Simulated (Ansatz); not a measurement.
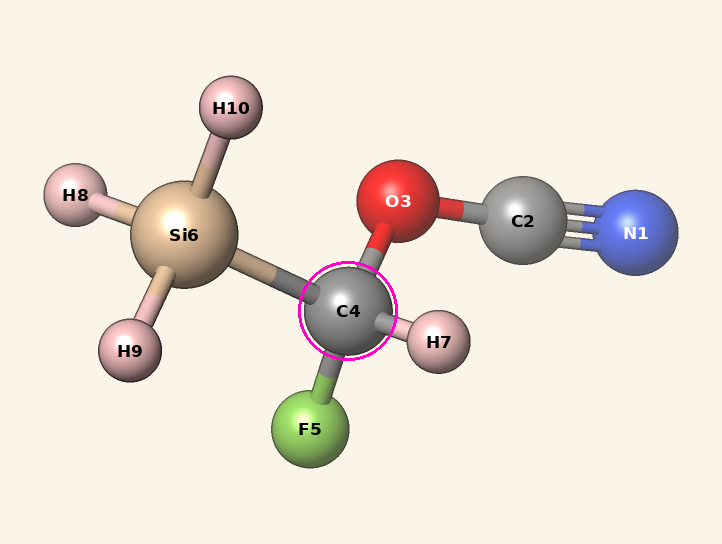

Atoms fade into the background with distance from the viewer. Circles mark the stereogenic atoms. The computed structure is the end point of a PBE-D4/def2-SVP optimisation. No frequency run is at hand to confirm it as a minimum.

> Give the R/S and E/Z labels.

C4: R (priorities Si6 > F5 > O3 > H7).
